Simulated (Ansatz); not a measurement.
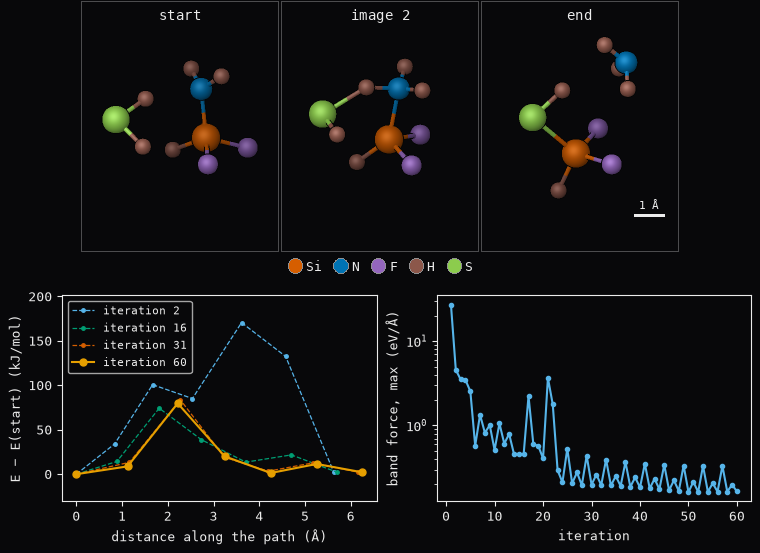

A nudged-elastic-band calculation for SiNH5SF2, made up at the start of SiNH$_{3}$F$_{2}$ and H2S. Images are numbered from 0 (start) to 6 (end). The plot follows the band through its iterations. The picture is a ball-and-stick view, seen from a free direction.

All numbers below come from RKS PBE/def2-SVP in Ansatz. Settings: 5 movable images; climbing image; force threshold 0.03 eV/Å; iteration limit 60; optimiser L-BFGS; largest step 0.5 Å; starting path through a guess of the saddle point.

### Did the band converge, and can the barrier be trusted?

The result isn't final. The band hadn't converged when the run stopped after 60 iterations. The largest component of the band force went from 27 to 0.16 eV/Å. The barrier read from it is provisional, though the highest image hardly moved in the last two iterations. The step length is far from the usual. The first iteration put the highest image at 586.2 kJ/mol. The energy climbs by 79.8 kJ/mol to image 2 and then falls by 77.6 kJ/mol, so the end point sits at +2.1 kJ/mol. The profile has 2 maxima (images 2, 5) with a dip at image 4 (+1.3 kJ/mol), which on an unconverged band is provisional.

Limits of the set-up: the start holds two separate molecules, 2.3 Å apart at their closest, whose relative position is a soft coordinate and is computed without a dispersion correction.

Cost: 4.2 min on 2 threads of Intel(R) Xeon(R) 6975P-C (Granite Rapids), on a shared host, peak memory 0.16 GiB.
